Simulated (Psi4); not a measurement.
**Excited-state calculation, with input and output: SiH₃Cl**

SiH₃Cl, SMILES [H][Si]([H])([H])Cl, computed with TDA (BHLYP)/def2-TZVP, RKS (Psi4 1.11).

The geometry comes from this level: GFN2-xTB.

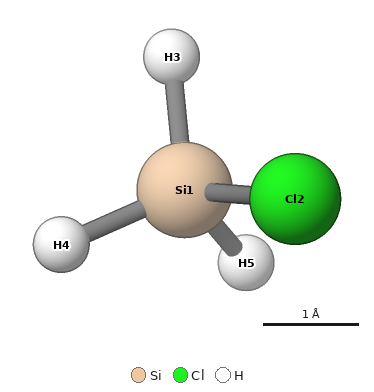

*The structure (ball-and-stick view, seen at a tilt; atoms are numbered from 1 in the order of the input).*

Bond lengths as drawn: Cl–Si 2.01 Å and H–Si 1.46 Å.

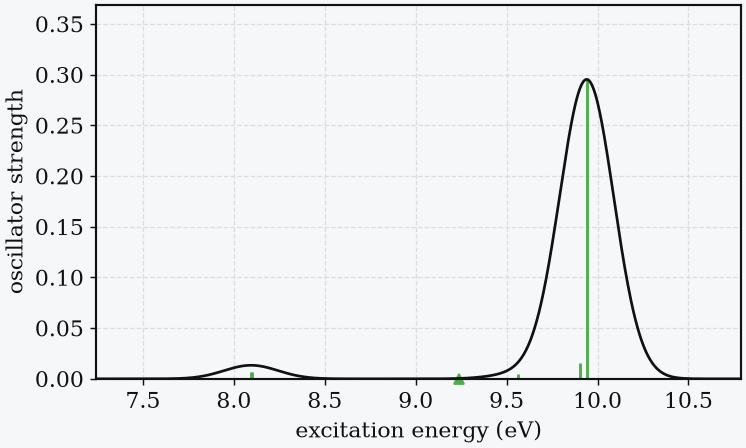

*Computed excitations as sticks (degenerate states added up, dark ones marked on the axis), with a Gaussian envelope of 0.35 eV full width at half maximum, scaled to the tallest.*

Of the 8 states the lowest lies at 8.09 eV (f = 0.007); the strongest line is at 9.94 eV, or 125 nm (f = 0.295, summed over 2 states that lie within 0.004 eV).

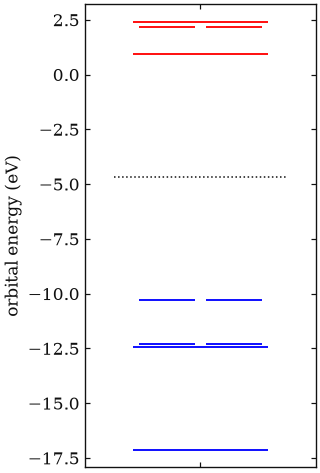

*Orbital energies near the frontier; the dotted line parts filled from empty levels, and levels within 0.02 eV of each other stand side by side.*

Highest filled −10.30 eV, lowest empty 0.95 eV, 11.25 eV apart.

The input and output of the run follow.

Input (job.dat):
```python
memory 1600 MB

molecule geom {
  0 1
  Si     0.00054802     0.00366607    -0.24454946
  Cl     0.02020117    -0.03938189     3.55387564
  H      2.61222511     0.02118383    -1.12421697
  H     -1.32422558     2.27466334    -1.07049206
  H     -1.30872983    -2.26015024    -1.11463606
  units bohr
  symmetry c1
}

set basis def2-TZVP
set puream true
set scf_type pk
set dft_radial_points 99
set dft_spherical_points 590
set save_jk true

from psi4.driver.procrouting.response.scf_response import tdscf_excitations
e_tot, wfn = energy('bhhlyp', return_wfn=True)
states = tdscf_excitations(wfn, states=8, tda=True)
```

Run as:
```bash
psi4 -i job.dat -o job.out -n 1
```

Log:
```
Psi4 1.11 release

   => Loading Basis Set <=

    Name: DEF2-TZVP
    Role: ORBITAL
    Keyword: BASIS

         ---------------------------------------------------------
                                   SCF
                              RKS Reference
                        1 Threads,   1525 MiB Core
         ---------------------------------------------------------

  ==> Geometry <==

    Molecular point group: c1
    Full point group: C1

    Geometry (in Bohr), charge = 0, multiplicity = 1:

       Center              X                  Y                   Z               Mass
    ------------   -----------------  -----------------  -----------------  -----------------
         SI          -0.010075885712     0.022441450925    -1.974112296422    27.976926534650
         CL           0.009577264288    -0.020606509075     1.824312803578    34.968852682000
         H            2.601601204288     0.039959210925    -2.853779806422     1.007825032230
         H           -1.334849485712     2.293438720925    -2.800054896422     1.007825032230
         H           -1.319353735712    -2.241374859075    -2.844198896422     1.007825032230

  Running in c1 symmetry.

  Rotational constants: A =      2.90331  B =      0.23147  C =      0.23147 [cm^-1]
  Rotational constants: A =  87038.93863  B =   6939.36288  C =   6939.16765 [MHz]
  Nuclear repulsion =   88.098848326035707

  Charge       = 0
  Multiplicity = 1
  Electrons    = 34
  Nalpha       = 17
  Nbeta        = 17

  ==> Algorithm <==

  SCF Algorithm Type is PK.
  DIIS enabled.
  MOM disabled.
  Fractional occupation disabled.
  Guess Type is SAD.
  Energy threshold   = 1.00e-06
  Density threshold  = 1.00e-06
  Integral threshold = 1.00e-12

  ==> Primary Basis <==

  Basis Set: DEF2-TZVP
    Blend: DEF2-TZVP
    Number of shells: 38
    Number of basis functions: 92
    Number of Cartesian functions: 102
    Spherical Harmonics?: true
    Max angular momentum: 3

  ==> DFT Potential <==

   => LibXC <=

    Version 7.1.2

   => Composite Functional: BHANDHLYP <=

    BHandHLYP Hyb-GGA Exchange-Correlation Functional

    Defined through Gaussian implementation.

    Deriv               =              1
    GGA                 =           TRUE
    Meta                =          FALSE

    Exchange Hybrid     =           TRUE
    MP2 Hybrid          =          FALSE

   => Exchange Functionals <=

    0.5000         Becke 88

   => Exact (HF) Exchange <=

    0.5000               HF

   => Correlation Functionals <=

    1.0000   Lee, Yang & Parr

   => LibXC Density Thresholds  <==

    XC_HYB_GGA_XC_BHANDHLYP:  1.00E-15

   => Molecular Quadrature <=

    Radial Scheme          =       TREUTLER
    Pruning Scheme         =           NONE
    Nuclear Scheme         =       TREUTLER

    Blocking Scheme        =         OCTREE
    BS radius alpha        =              1
    Pruning alpha          =              1
    Radial Points          =             99
    Spherical Points       =            590
    Total Points           =         278279
    Total Blocks           =           2093
    Max Points             =            256
    Max Functions          =             92
    Weights Tolerance      =       1.00E-15

  ==> Integral Setup <==

  Using in-core PK algorithm.
   Calculation information:
      Number of atoms:                   5
      Number of AO shells:              38
      Number of primitives:             72
      Number of atomic orbitals:       102
      Number of basis functions:        92

      Integral cutoff                 1.00e-12
      Number of threads:                 1

  Performing in-core PK
  Using 18305562 doubles for integral storage.
  We computed 257421 shell quartets total.
  Whereas there are 274911 unique shell quartets.

  ==> DiskJK: Disk-Based J/K Matrices <==

    J tasked:                  Yes
    K tasked:                  Yes
    wK tasked:                  No
    Memory [MiB]:              546
    Schwarz Cutoff:          1E-12

  Cached 50.0% of DFT collocation blocks in 0.307 [GiB].

  Minimum eigenvalue in the overlap matrix is 4.9393347999E-03.
  Reciprocal condition number of the overlap matrix is 1.0139735693E-03.
    Using symmetric orthogonalization.

  ==> Pre-Iterations <==

  SCF Guess: Superposition of Atomic Densities via on-the-fly atomic UHF (no occupation information).

   -------------------------
    Irrep   Nso     Nmo
   -------------------------
     A         92      92
   -------------------------
    Total      92      92
   -------------------------

  ==> Iterations <==

                        Total Energy        Delta E     RMS |[F,P]|

   @RKS iter SAD:  -751.28098051128200   -7.51281e+02   0.00000e+00
   @RKS iter   1:  -751.53153963747320   -2.50559e-01   3.42285e-03 DIIS/ADIIS
   @RKS iter   2:  -751.55091385691594   -1.93742e-02   1.72963e-03 DIIS/ADIIS
   @RKS iter   3:  -751.55738716959547   -6.47331e-03   1.54424e-04 DIIS/ADIIS
   @RKS iter   4:  -751.55749539657313   -1.08227e-04   4.19555e-05 DIIS
   @RKS iter   5:  -751.55750455588350   -9.15931e-06   4.84460e-06 DIIS
   @RKS iter   6:  -751.55750469394070   -1.38057e-07   2.02014e-06 DIIS
   @RKS iter   7:  -751.55750471269880   -1.87581e-08   5.65745e-07 DIIS
  Energy and wave function converged.

  ==> Post-Iterations <==

   Electrons on quadrature grid:
      Ntotal   =   33.9999998239 ; deviation = -1.761e-07

    Orbital Energies [Eh]
    ---------------------

    Doubly Occupied:

       1A   -102.788552     2A    -67.167773     3A     -9.878288
       4A     -7.527160     5A     -7.523792     6A     -7.523789
       7A     -5.633923     8A     -3.899106     9A     -3.896565
      10A     -3.896564    11A     -0.947266    12A     -0.629518
      13A     -0.457640    14A     -0.452437    15A     -0.452401
      16A     -0.378546    17A     -0.378370

    Virtual:

      18A      0.034923    19A      0.079800    20A      0.080116
      21A      0.088646    22A      0.183210    23A      0.183236
      24A      0.212391    25A      0.227870    26A      0.236753
      27A      0.236945    28A      0.316276    29A      0.316653
      30A      0.332521    31A      0.425202    32A      0.440970
      33A      0.441449    34A      0.461884    35A      0.462138
      36A      0.612586    37A      0.622402    38A      0.622875
      39A      0.657167    40A      0.692120    41A      0.693256
      42A      0.949390    43A      1.010129    44A      1.015505
      45A      1.015561    46A      1.071266    47A      1.071939
      48A      1.103715    49A      1.103799    50A      1.142578
      51A      1.220124    52A      1.264749    53A      1.339879
      54A      1.340211    55A      1.412674    56A      1.412836
      57A      1.579953    58A      1.843671    59A      1.843721
      60A      1.886558    61A      1.920879    62A      1.920974
      63A      1.964499    64A      1.964682    65A      2.058812
      66A      2.059628    67A      2.123259    68A      2.160085
      69A      2.188572    70A      2.243687    71A      2.286883
      72A      2.288360    73A      2.344158    74A      2.344244
      75A      2.379869    76A      2.441914    77A      2.447644
      78A      2.448585    79A      2.666363    80A      2.666812
      81A      2.688134    82A      2.940897    83A      2.941189
      84A      3.037703    85A      6.343642    86A      6.343709
      87A      6.441885    88A     10.796819    89A     10.996703
      90A     10.996964    91A     11.555412    92A     25.084758

    Final Occupation by Irrep:
              A
    DOCC [    17 ]
    NA   [    17 ]
    NB   [    17 ]

  @RKS Final Energy:  -751.55750471269880

   => Energetics <=

    Nuclear Repulsion Energy =             88.0988483260357071
    One-Electron Energy =               -1213.9767817892770836
    Two-Electron Energy =                 400.1660657423091152
    DFT Exchange-Correlation Energy =     -25.8456369917665683
    Empirical Dispersion Energy =           0.0000000000000000
    VV10 Nonlocal Energy =                  0.0000000000000000
    Total Energy =                       -751.5575047126988011

Computation Completed

Properties will be evaluated at   0.000000,   0.000000,   0.000000 [a0]

Properties computed using the SCF density matrix

 Multipole Moments:

 ------------------------------------------------------------------------------------
     Multipole            Electronic (a.u.)      Nuclear  (a.u.)        Total (a.u.)
 ------------------------------------------------------------------------------------

 L = 1.  Multiply by 2.5417464519 to convert [e a0] to [Debye]
 Dipole X            :          0.0303891           -0.0308509           -0.0004618
 Dipole Y            :         -0.0495144            0.0558927            0.0063784
 Dipole Z            :          4.6470668           -5.1222881           -0.4752213
 Magnitude           :                                                    0.4752643

 ------------------------------------------------------------------------------------

	total time  =          7 seconds =       0.12 minutes

******************************************************************************************
**********                               WARNING                                **********
**********       The names of excited state variables changed between 1.5       **********
**********     and 1.6. For a quick solution, remove the symmetry specifier     **********
**********   from the variable name. For full details, see 'Notes on Psivars'   **********
**********                        in the documentation.                         **********
******************************************************************************************

         ---------------------------------------------------------
                         TDSCF excitation energies
         ---------------------------------------------------------

  ==> Options <==

     Residual threshold  : 1.0000e-04
     Initial guess       : denominators
     Reference           : RHF
     Solver type         : TDA (Davidson)

  ==> Requested Excitations <==

      8 singlet states with A symmetry

  ==> Seeking the lowest 8 singlet states with A symmetry

                         Generalized Davidson Solver

  ==> Options <==

    Max number of iterations        = 60
    Eigenvector tolerance           = 1.0000e-04
    Max number of expansion vectors = 1600

  => Iterations <=
                           Max[D[value]]     Max[|R|]   # vectors
  DavidsonSolver iter   1:   3.70619e-01  5.42363e-02     32
  DavidsonSolver iter   2:   4.91129e-03  1.89999e-02     40
  DavidsonSolver iter   3:   3.28477e-04  5.61692e-03     48
  DavidsonSolver iter   4:   1.32125e-05  1.38550e-03     56
  DavidsonSolver iter   5:   5.72255e-07  1.80849e-04     64
  DavidsonSolver iter   6:   2.38046e-08  8.52576e-05     65      Converged

******************************************************************************************
**********                               WARNING                                **********
**********  Length-gauge rotatory strengths are **NOT** gauge-origin invariant  **********
******************************************************************************************

                                    Excitation Energy         Total Energy        Oscillator Strength             Rotatory Strength
     #   Sym: GS->ES (Trans)        au              eV              au          au (length)    au (velocity)    au (length)    au (velocity)
    ---- -------------------- --------------- --------------- --------------- --------------- --------------- --------------- ---------------
     1        A->A (1 A)       0.29739         8.09249        -751.26011       0.0069          0.0201          0.0001          0.0000
     2        A->A (1 A)       0.29757         8.09718        -751.25994       0.0072          0.0203         -0.0001         -0.0000
     3        A->A (1 A)       0.33956         9.23981        -751.21795       0.0000          0.0000          0.0000          0.0000
     4        A->A (1 A)       0.35144         9.56314        -751.20607       0.0022          0.0002          0.0001          0.0000
     5        A->A (1 A)       0.35158         9.56696        -751.20593       0.0026          0.0003         -0.0001         -0.0000
     6        A->A (1 A)       0.36405         9.90628        -751.19346       0.0153          0.0013          0.0000          0.0000
     7        A->A (1 A)       0.36535         9.94179        -751.19215       0.1472          0.1354         -0.0008         -0.0008
     8        A->A (1 A)       0.36539         9.94273        -751.19212       0.1482          0.1364          0.0008          0.0008

Contributing excitations
Only contributions with abs(coeff) > 1.00e-01 will be printed:

Excited State    1 (1 A):   0.29739 au   153.21 nm f = 0.0069
  Sums of squares: Xssq =  1.000000e+00
     17a  ->  18a     0.981466 (96.328%)

Excited State    2 (1 A):   0.29757 au   153.12 nm f = 0.0072
  Sums of squares: Xssq =  1.000000e+00
     16a  ->  18a    -0.981368 (96.308%)

Excited State    3 (1 A):   0.33956 au   134.18 nm f = 0.0000
  Sums of squares: Xssq =  1.000000e+00
     14a  ->  19a    -0.113134 ( 1.280%)
     15a  ->  20a     0.112626 ( 1.268%)
     16a  ->  19a    -0.689839 (47.588%)
     17a  ->  20a     0.690245 (47.644%)

Excited State    4 (1 A):   0.35144 au   129.65 nm f = 0.0022
  Sums of squares: Xssq =  1.000000e+00
     15a  ->  18a    -0.286135 ( 8.187%)
     16a  ->  19a    -0.498713 (24.871%)
     16a  ->  20a     0.351126 (12.329%)
     17a  ->  19a    -0.363846 (13.238%)
     17a  ->  20a    -0.501605 (25.161%)
     17a  ->  21a     0.351526 (12.357%)

Excited State    5 (1 A):   0.35158 au   129.60 nm f = 0.0026
  Sums of squares: Xssq =  1.000000e+00
     14a  ->  18a    -0.283096 ( 8.014%)
     16a  ->  19a     0.357687 (12.794%)
     16a  ->  20a     0.489080 (23.920%)
     16a  ->  21a     0.355884 (12.665%)
     17a  ->  19a    -0.509565 (25.966%)
     17a  ->  20a     0.357185 (12.758%)

Excited State    6 (1 A):   0.36405 au   125.16 nm f = 0.0153
  Sums of squares: Xssq =  1.000000e+00
     13a  ->  18a    -0.357105 (12.752%)
     13a  ->  21a    -0.152213 ( 2.317%)
     16a  ->  20a     0.650060 (42.258%)
     17a  ->  19a     0.637668 (40.662%)

Excited State    7 (1 A):   0.36535 au   124.71 nm f = 0.1472
  Sums of squares: Xssq =  1.000000e+00
     14a  ->  18a     0.271243 ( 7.357%)
     16a  ->  19a     0.144971 ( 2.102%)
     16a  ->  20a     0.271881 ( 7.392%)
     16a  ->  21a    -0.811015 (65.775%)
     16a  ->  24a    -0.124064 ( 1.539%)
     17a  ->  19a    -0.257561 ( 6.634%)
     17a  ->  20a     0.142871 ( 2.041%)
     17a  ->  21a    -0.145613 ( 2.120%)

Excited State    8 (1 A):   0.36539 au   124.70 nm f = 0.1482
  Sums of squares: Xssq =  1.000000e+00
     15a  ->  18a     0.255012 ( 6.503%)
     16a  ->  19a    -0.264583 ( 7.000%)
     16a  ->  20a     0.147228 ( 2.168%)
     16a  ->  21a     0.144831 ( 2.098%)
     17a  ->  19a    -0.136101 ( 1.852%)
     17a  ->  20a    -0.258037 ( 6.658%)
     17a  ->  21a    -0.819370 (67.137%)
     17a  ->  24a    -0.124328 ( 1.546%)

******************************************************************************************
**********                               WARNING                                **********
**********       The names of excited state variables changed between 1.5       **********
**********     and 1.6. For a quick solution, remove the symmetry specifier     **********
**********   from the variable name. For full details, see 'Notes on Psivars'   **********
**********                        in the documentation.                         **********
******************************************************************************************

    Psi4 run time: 0:00:37.81
```

Key numbers:

| quantity | value |
| --- | --- |
| outcome | converged |
| total energy | −751.557505 hartree |
| basis functions | 92 |
| HOMO | −10.30 eV |
| LUMO | 0.95 eV |
| dipole moment | 1.21 D |
| lowest excitation | 8.09 eV |
| hardware | 1 thread of Intel Xeon (Sapphire Rapids), 64 GiB of memory available, shared host |
| wall time | 39 s |
| peak memory | 0.7 GiB |
